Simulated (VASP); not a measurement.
Energy against volume of Li₂Se (antifluorite). All values below come from AM05 GGA, VASP's PBE PAW potentials (set 64) (plane waves; VASP).

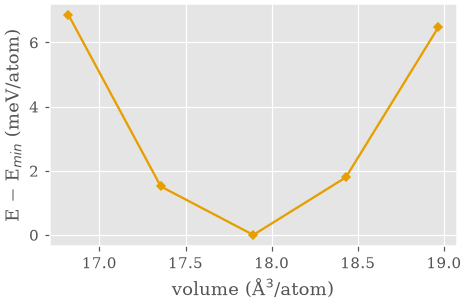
Energy against volume

Estimate the equilibrium volume and the bulk modulus.

The minimum lies near 17.9 Å³/atom, and the curvature gives B0 of about 33 GPa.

Measured: a 6.002 Å (computed value off by -0.3 %), as given by Syrotyuk et al., Condensed Matter Physics (2015), arXiv:1510.06546. The calculation is for a static lattice, while the measured a holds thermal and zero-point effects, which are part of the difference.

The compound is Li2Se in the antifluorite structure. It was relaxed first.
